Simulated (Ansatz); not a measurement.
# GeH4 + H2: molecular dynamics, part 2 of 2

Purpose: to follow the two partners and see whether they stay together, part or react. The start is relaxed first. Runs: 100 steps of 0.5 fs under a Nosé-Hoover thermostat at 1000 K; 100 steps of 0.5 fs at constant energy, with velocities drawn for 700 K; 100 steps of 0.5 fs under a Langevin thermostat at 100 K. SMILES of the start: [H][H].[GeH4].

Ansatz 0.2.0; RKS r2SCAN-D4/def2-SVP. Earlier steps stand in the parts before.

## Step 9: Frames and traces

The trajectory, every 8 steps (energies from step 0):

```csv
time (fs),T (K),potential energy change (meV/atom),total energy change (meV/atom),closest contact of the partners (Å)
0.0,700,0.0,0.00,3.26
4.0,321,35.2,0.27,3.20
8.0,405,27.3,0.07,3.17
12.0,153,50.8,0.31,3.14
16.0,562,12.7,0.02,3.13
20.0,435,24.7,0.22,3.15
24.0,582,10.9,0.06,3.19
28.0,210,45.6,0.29,3.06
32.0,358,31.7,0.09,2.92
36.0,309,36.3,0.22,2.79
40.0,618,7.6,0.06,2.70
44.0,442,24.0,0.21,2.66
48.0,352,32.3,0.13,2.64
50.0,134,52.6,0.28,2.63
```

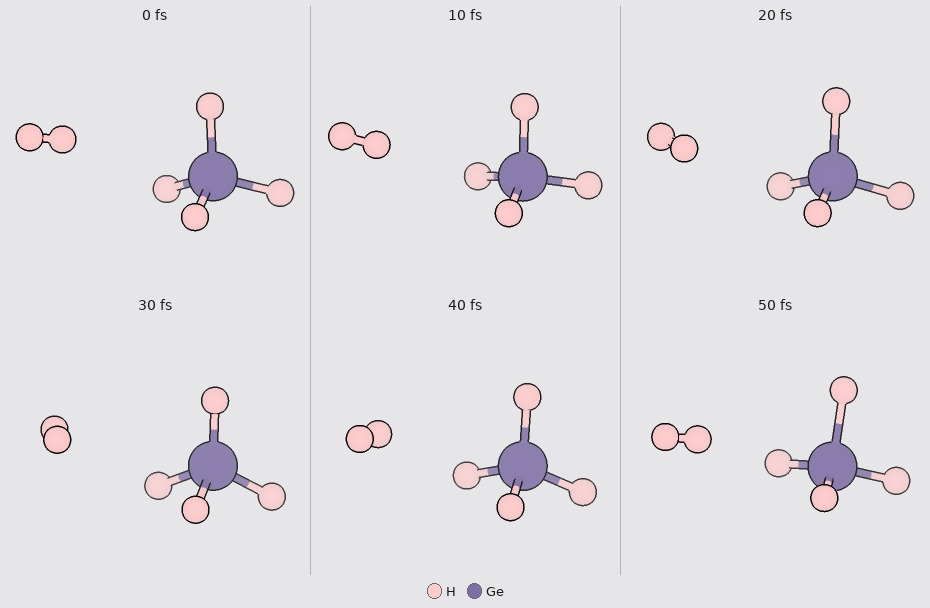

The system at six times, viewed from a chosen angle. Sticks join atoms within a bonding distance in each frame.

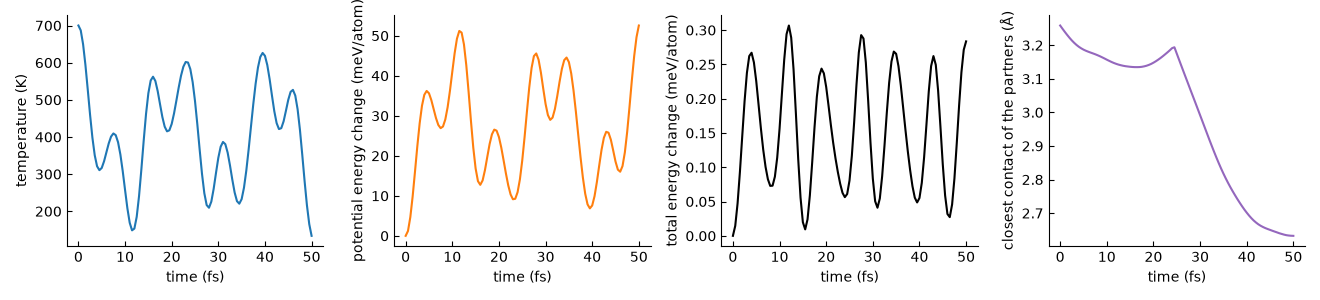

Traces against time; each panel has its own scale.

## Step 10: Snapshots as a file

Extended XYZ, with forces in eV/Å:

```xyz
7
time_fs=6.0 T=359 dE=0.2217
H     0.390    0.166   -3.021   -0.032   -0.029    0.116
H     0.174    0.000   -2.309    0.029    0.030   -0.118
Ge   -0.103   -0.042    1.085   -1.599    2.228    0.664
H    -0.060   -1.426    0.524    0.267   -0.520   -0.265
H    -0.326   -0.010    2.652    0.298   -0.238   -0.711
H    -1.437    0.741    0.546    0.982   -0.843    0.296
H     0.995    0.999    0.727    0.055   -0.628    0.019
7
time_fs=12.5 T=185 dE=0.3348
H     0.438    0.288   -2.892   -0.092   -0.136    0.185
H     0.151   -0.138   -2.324    0.089    0.135   -0.190
Ge   -0.104   -0.040    1.084    0.418   -1.029   -0.429
H    -0.105   -1.518    0.487    0.316    1.008    0.384
H    -0.297    0.033    2.552    0.218   -0.360    1.109
H    -1.301    0.658    0.658   -1.711    0.593   -0.844
H     0.927    0.992    0.695    0.761   -0.212   -0.216
7
time_fs=19.0 T=415 dE=0.1858
H     0.463    0.376   -2.717   -0.124   -0.243    0.134
H     0.150   -0.242   -2.388    0.120    0.239   -0.137
Ge   -0.106   -0.039    1.083   -1.206    2.365    0.917
H    -0.031   -1.386    0.532    0.174   -1.407   -0.523
H    -0.175   -0.054    2.679    0.125   -0.052   -0.971
H    -1.509    0.642    0.570    1.247   -0.573    0.416
H     1.078    0.862    0.607   -0.336   -0.329    0.164
7
time_fs=25.0 T=497 dE=0.1319
H     0.463    0.411   -2.528   -0.077   -0.179    0.010
H     0.172   -0.293   -2.475    0.073    0.178   -0.015
Ge   -0.112   -0.030    1.084    0.986   -1.840   -0.815
H     0.086   -1.522    0.484   -0.321    0.978    0.464
H    -0.021   -0.161    2.583   -0.141    0.110    0.461
H    -1.421    0.497    0.572   -0.375    0.371   -0.104
H     1.153    0.654    0.561   -0.144    0.381   -0.002
7
time_fs=31.0 T=387 dE=0.2029
H     0.440    0.395   -2.339   -0.008   -0.023   -0.017
H     0.213   -0.293   -2.564    0.003    0.023    0.006
Ge   -0.115   -0.028    1.083    0.941   -1.144   -0.126
H     0.109   -1.447    0.543   -0.323   -0.267   -0.075
H     0.090   -0.229    2.584   -0.349    0.361    0.144
H    -1.440    0.460    0.546   -0.160    0.373    0.107
H     1.173    0.563    0.519   -0.104    0.676   -0.039
7
time_fs=37.5 T=489 dE=0.1374
H     0.399    0.326   -2.156    0.000   -0.011   -0.028
H     0.273   -0.242   -2.643   -0.005    0.012    0.005
Ge   -0.112   -0.032    1.081   -0.117   -0.021   -0.065
H     0.019   -1.471    0.578   -0.136   -0.144   -0.132
H     0.081   -0.170    2.634   -0.313    0.364   -0.547
H    -1.515    0.553    0.556    1.050   -0.266    0.558
H     1.130    0.692    0.473   -0.479    0.066    0.209
7
time_fs=44.0 T=442 dE=0.1681
H     0.350    0.214   -2.017    0.005   -0.045   -0.121
H     0.340   -0.147   -2.688   -0.007    0.046    0.081
Ge   -0.108   -0.036    1.078    0.786   -1.301   -0.347
H    -0.113   -1.544    0.564    0.170    0.966    0.254
H    -0.034    0.018    2.568    0.192   -0.120    0.786
H    -1.357    0.615    0.720   -1.589    0.583   -0.507
H     0.953    0.871    0.484    0.444   -0.129   -0.146
7
time_fs=50.0 T=134 dE=0.3679
H     0.304    0.087   -1.941    0.034   -0.029   -0.289
H     0.400   -0.035   -2.691   -0.038    0.029    0.235
Ge   -0.104   -0.043    1.075   -1.696    3.518    1.353
H    -0.188   -1.405    0.596    0.171   -1.542   -0.559
H    -0.089    0.154    2.654    0.282   -0.464   -0.810
H    -1.514    0.757    0.768    1.075   -0.931    0.056
H     0.891    0.973    0.467    0.171   -0.581    0.014
```

On run 2: The temperature starts at 700 K and averages 387 K in the second half, where it ranges from 134 to 626 K; a mean near half the start is what vibrations about a minimum give, since they share energy equally between motion and strain. The total energy strays from its start by at most 0.31 meV/atom, 0.8 % of the mean kinetic energy, so a step of 0.5 fs is short enough over this time. The bonding pattern survives the run. The partners' closest contact goes from 3.26 to 2.63 Å; so short a run doesn't show whether they stay bound.

## Step 11: Run 3

100 steps of 0.5 fs under a Langevin thermostat at 100 K, from the relaxed start.

Contents of input.yaml:

```yaml
crystal:
  periodic: [false, false, false]
  atoms:
    - { symbol: H, position_ang: [0.33159, 0.042832, -3.088886] }
    - { symbol: H, position_ang: [0.207745, 0.137963, -2.346862] }
    - { symbol: Ge, position_ang: [-0.107845, -0.036411, 1.08783] }
    - { symbol: H, position_ang: [0.077026, -1.440407, 0.50089] }
    - { symbol: H, position_ang: [-0.260345, -0.13338, 2.610065] }
    - { symbol: H, position_ang: [-1.363731, 0.606096, 0.487424] }
    - { symbol: H, position_ang: [1.11556, 0.823307, 0.749439] }
basis:
  gaussian: { orbitals: def2-SVP }
hamiltonian:
  xc: r2scan
  dispersion: d4
md:
  timestep: 0.5
  n_steps: 100
  ensemble: nvt_langevin
  temperature: 100.0
  initial_velocities: maxwell_boltzmann
  seed: 434860
  friction: 0.01
```

Started as:

```sh
> ansatz run input.yaml --threads 1 --pin off --max-ram 2048MiB --backend cpu --events-out ev --progress --plain --runs-dir out
```

Standard output, cut to the lines that bear on the results:

```text
Warning: RAYON_NUM_THREADS=1 ignored (pool sized by the plan → 1); use --threads N
[...]
Functional definition: r2SCAN
[...]
699 factors; their error is unknown
[...]
mean field -56607.32129823 eV, -2080.2806878896 hartree, gradient 2.4e-5 eV, S^2 0.000000; 0 other end points of the search recorded, 0 dependent functions left out
[...]
reference -56607.32130821 eV, -2080.2806882561 hartree; 19, 19 occupied and 43, 43 virtual orbitals, 699 factors
md step     0: t =     0.00 fs  T =    85.7 K  F+E_penalty+E_count = -56607.33615658 eV  E_kin = 0.077556 eV  (21 SCF iters)
[...]
md step    12: t =     6.00 fs  T =    33.2 K  F+E_penalty+E_count = -56607.29498179 eV  E_kin = 0.030061 eV  (21 SCF iters)
[...]
md step    24: t =    12.00 fs  T =    28.8 K  F+E_penalty+E_count = -56607.28577756 eV  E_kin = 0.026074 eV  (20 SCF iters)
[...]
md step    36: t =    18.00 fs  T =    73.1 K  F+E_penalty+E_count = -56607.31691493 eV  E_kin = 0.066184 eV  (23 SCF iters)
[...]
md step    48: t =    24.00 fs  T =    88.8 K  F+E_penalty+E_count = -56607.30744731 eV  E_kin = 0.080388 eV  (22 SCF iters)
md step    49: t =    24.50 fs  T =    73.1 K  F+E_penalty+E_count = -56607.30012784 eV  E_kin = 0.066138 eV  (23 SCF iters)
```

## Step 12: More of the same log: dynamics from the start

Output, continued, cut to the lines that bear on the results:

```text
md step    50: t =    25.00 fs  T =    71.4 K  F+E_penalty+E_count = -56607.29306846 eV  E_kin = 0.064587 eV  (24 SCF iters)
[...]
md step    62: t =    31.00 fs  T =    84.6 K  F+E_penalty+E_count = -56607.30231539 eV  E_kin = 0.076549 eV  (23 SCF iters)
[...]
md step    74: t =    37.00 fs  T =    88.9 K  F+E_penalty+E_count = -56607.31566696 eV  E_kin = 0.080437 eV  (23 SCF iters)
[...]
md step    86: t =    43.00 fs  T =    66.7 K  F+E_penalty+E_count = -56607.28591712 eV  E_kin = 0.060370 eV  (20 SCF iters)
[...]
md step    98: t =    49.00 fs  T =    49.3 K  F+E_penalty+E_count = -56607.27282748 eV  E_kin = 0.044570 eV  (24 SCF iters)
[...]
md step    99: t =    49.50 fs  T =    54.2 K  F+E_penalty+E_count = -56607.27031410 eV  E_kin = 0.049035 eV  (24 SCF iters)
[...]
md step   100: t =    50.00 fs  T =    53.6 K  F+E_penalty+E_count = -56607.26929619 eV  E_kin = 0.048479 eV  (21 SCF iters)
Total energy: -56607.26930598 eV, -2080.2787772095 hartree
Atom 0 at     0.813764    -0.392835    -2.515825 Å, force    -0.314625     0.364575     0.042519 eV/Å
Atom 1 at     0.310720     0.189674    -2.452638 Å, force     0.312966    -0.359009    -0.045215 eV/Å
Atom 2 at    -0.122818    -0.009180     1.098151 Å, force     1.178631     0.834952     0.540496 eV/Å
Atom 3 at     0.076464    -1.387618     0.539853 Å, force    -0.128882    -0.458713    -0.414917 eV/Å
Atom 4 at    -0.351015    -0.168943     2.605510 Å, force    -0.117195     0.057660     0.039231 eV/Å
Atom 5 at    -1.216025     0.841364     0.481959 Å, force    -0.263277    -0.060323    -0.197971 eV/Å
Atom 6 at     1.244328     0.779524     0.932299 Å, force    -0.667617    -0.379142     0.035857 eV/Å
Dipole moment:    -0.048024    -0.026039    -0.045362 e Å
```

It took 3.8 min on 1 thread of Arm Neoverse V1, shared host; peak memory 0.1 GiB.

## Step 13: What the atoms did

One step in 8; energies are changes from step 0:

```csv
time (fs),T (K),potential energy change (meV/atom),closest contact of the partners (Å)
0.0,86,0.0,3.26
4.0,52,4.6,3.24
8.0,31,6.6,3.21
12.0,29,7.2,3.19
16.0,75,2.3,3.19
20.0,83,2.7,3.20
24.0,89,4.1,3.18
28.0,55,8.6,3.18
32.0,79,5.3,3.21
36.0,76,4.5,3.22
40.0,107,2.9,3.27
44.0,76,6.5,3.31
48.0,57,8.0,3.33
50.0,54,9.6,3.30
```

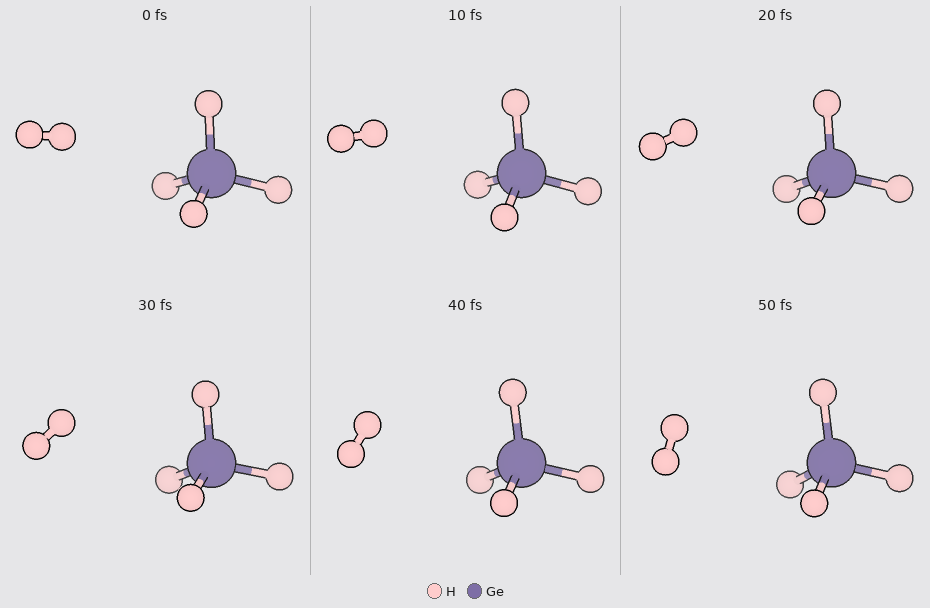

Six frames of the run, seen from a chosen angle. Sticks join atoms within a bonding distance in each frame.

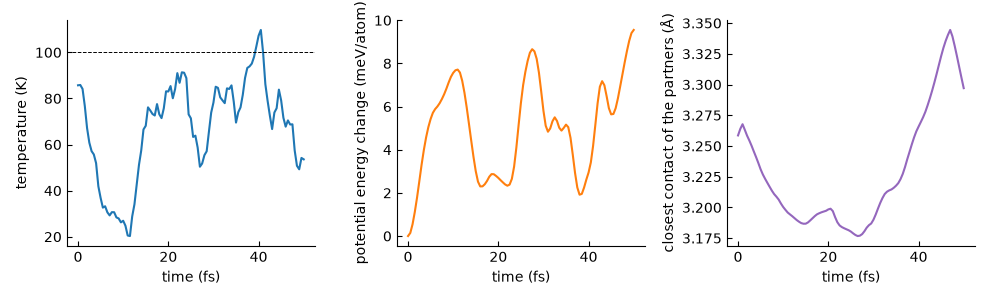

Time series of the run, each on its own scale. The dashed line is the set temperature.

## Step 14: Snapshots as a file

Positions (Å) and forces (eV/Å):

```xyz
7
time_fs=6.0 T=33 dE=0.0412
H     0.367    0.024   -3.053   -0.056    0.037    0.195
H     0.158    0.166   -2.332    0.056   -0.035   -0.196
Ge   -0.110   -0.038    1.087    0.533    0.609    0.475
H     0.123   -1.444    0.569   -0.089   -0.173   -0.286
H    -0.240   -0.152    2.625   -0.068    0.098   -0.224
H    -1.300    0.712    0.491   -0.201   -0.221   -0.046
H     1.117    0.867    0.771   -0.174   -0.314    0.082
7
time_fs=12.5 T=34 dE=0.0465
H     0.418   -0.011   -3.006   -0.044    0.033    0.112
H     0.143    0.194   -2.326    0.044   -0.031   -0.114
Ge   -0.111   -0.036    1.088    0.066   -0.177   -0.059
H     0.135   -1.462    0.528   -0.217    0.348   -0.042
H    -0.248   -0.154    2.600   -0.140    0.015    0.175
H    -1.283    0.742    0.476   -0.155   -0.311    0.001
H     1.090    0.837    0.799    0.446    0.121   -0.072
7
time_fs=19.0 T=76 dE=0.0201
H     0.506   -0.052   -2.936   -0.020    0.015    0.037
H     0.150    0.222   -2.324    0.018   -0.012   -0.039
Ge   -0.113   -0.033    1.089    0.542    0.780    0.240
H     0.074   -1.388    0.465    0.012   -0.497   -0.174
H    -0.297   -0.145    2.614    0.007   -0.030   -0.138
H    -1.321    0.672    0.478   -0.100    0.027   -0.047
H     1.170    0.822    0.795   -0.460   -0.283    0.120
7
time_fs=25.0 T=71 dE=0.0431
H     0.586   -0.108   -2.862    0.187   -0.152   -0.231
H     0.172    0.235   -2.340   -0.188    0.157    0.228
Ge   -0.112   -0.025    1.090   -0.755   -0.512   -0.362
H     0.004   -1.410    0.376    0.083    0.318    0.424
H    -0.343   -0.125    2.607    0.026   -0.144   -0.108
H    -1.375    0.614    0.442    0.370    0.059    0.183
H     1.144    0.774    0.841    0.278    0.274   -0.134
7
time_fs=31.0 T=85 dE=0.0338
H     0.655   -0.175   -2.779    0.137   -0.118   -0.117
H     0.184    0.240   -2.365   -0.139    0.123    0.114
Ge   -0.114   -0.018    1.092   -0.055   -0.191   -0.347
H    -0.040   -1.392    0.397    0.247    0.032    0.221
H    -0.377   -0.159    2.589    0.024   -0.055    0.108
H    -1.340    0.605    0.424   -0.024    0.320    0.034
H     1.165    0.811    0.854   -0.190   -0.112   -0.013
7
time_fs=37.5 T=93 dE=0.0158
H     0.721   -0.255   -2.697   -0.061    0.060    0.039
H     0.212    0.231   -2.408    0.059   -0.055   -0.040
Ge   -0.118   -0.012    1.093    0.201    0.214    0.001
H     0.005   -1.401    0.481    0.121   -0.137   -0.159
H    -0.390   -0.227    2.591    0.031    0.178   -0.035
H    -1.295    0.705    0.420   -0.011    0.028    0.072
H     1.175    0.826    0.857   -0.340   -0.288    0.123
7
time_fs=44.0 T=76 dE=0.0454
H     0.776   -0.338   -2.599   -0.329    0.356    0.112
H     0.263    0.215   -2.432    0.328   -0.350   -0.114
Ge   -0.121   -0.009    1.095    0.014   -0.719    0.197
H     0.083   -1.447    0.525   -0.200    0.478   -0.080
H    -0.363   -0.226    2.594   -0.105    0.157    0.021
H    -1.243    0.804    0.455   -0.166   -0.154   -0.074
H     1.156    0.771    0.918    0.459    0.232   -0.061
7
time_fs=50.0 T=54 dE=0.0669
H     0.814   -0.393   -2.516   -0.315    0.365    0.043
H     0.311    0.190   -2.453    0.313   -0.359   -0.045
Ge   -0.123   -0.009    1.098    1.179    0.835    0.540
H     0.076   -1.388    0.540   -0.129   -0.459   -0.415
H    -0.351   -0.169    2.606   -0.117    0.058    0.039
H    -1.216    0.841    0.482   -0.263   -0.060   -0.198
H     1.244    0.779    0.932   -0.668   -0.379    0.036
```

Reading of run 3. Against a set 100 K the second half averages 75 K with a spread of 15 K; 6 meV/atom has gone into potential energy, and a thermostat that acts over some 100 fs has not made it up in 50 fs. No bond forms or breaks. The partners' closest contact goes from 3.26 to 3.30 Å; so short a run doesn't show whether they stay bound.

## Step 15: Results

This closing draws on all 2 parts.

| quantity | value |
| --- | --- |
| relaxation of the start | 5 moves, 0.138 eV lower |
| run 1: length | 100 steps of 0.5 fs |
| run 1: temperature, first and last step | 1000 and 582 K |
| run 1: temperature, second half | mean 645 K, from 339 to 888 K |
| run 1: potential energy, second half | +36 meV/atom from this run's first step |
| run 1: largest change of the conserved energy | 0.48 meV/atom |
| run 1: bonds formed or broken | 0 |
| run 2: length | 100 steps of 0.5 fs |
| run 2: temperature, first and last step | 700 and 134 K |
| run 2: temperature, second half | mean 387 K, from 134 to 626 K |
| run 2: potential energy, second half | +29 meV/atom from this run's first step |
| run 2: largest change of the total energy | 0.31 meV/atom |
| run 2: bonds formed or broken | 0 |
| run 3: length | 100 steps of 0.5 fs |
| run 3: temperature, first and last step | 86 and 54 K |
| run 3: temperature, second half | mean 75 K, from 49 to 110 K |
| run 3: potential energy, second half | +6 meV/atom from this run's first step |
| run 3: bonds formed or broken | 0 |

In words: Mean temperatures of the second halves: 645 K, 387 K, 75 K. No bond formed or broke in any run. In the last run: the partners' closest contact goes from 3.26 to 3.30 Å; so short a run doesn't show whether they stay bound. Averages from a run of 50 fs with 7 atoms are rough. The nuclei move classically, without zero-point motion, which matters most for hydrogen.
